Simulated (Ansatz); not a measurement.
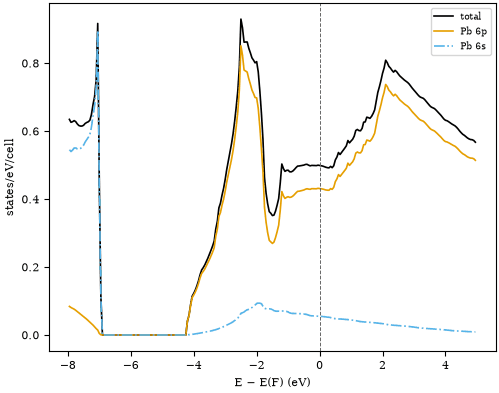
Total and projected density of states of Pb (fcc (Cu type), space group No. 225), plane-wave PAW r²SCAN (Ansatz code)

Question: Which orbitals carry the states next to the Fermi level?

Answer: Within 0.5 eV of the Fermi level: Pb 6p 86 %, Pb 6s 11 %. Projections are on Löwdin-orthogonalised atomic valence shells; empty p or d shells of many metals are not among them.

Question: Where is the tallest occupied peak in this window, and what makes it?

Answer: Near -2.5 eV, about 0.93 states/eV per cell; the largest projected share is Pb 6p.

Space group Fm-3m (fcc (Cu type)). Symmetry was held in the r²SCAN relaxation. Scalar-relativistic: spin–orbit coupling is off unless named, which matters more the heavier the elements.

Potentials: the later of the program's two PAW sets.
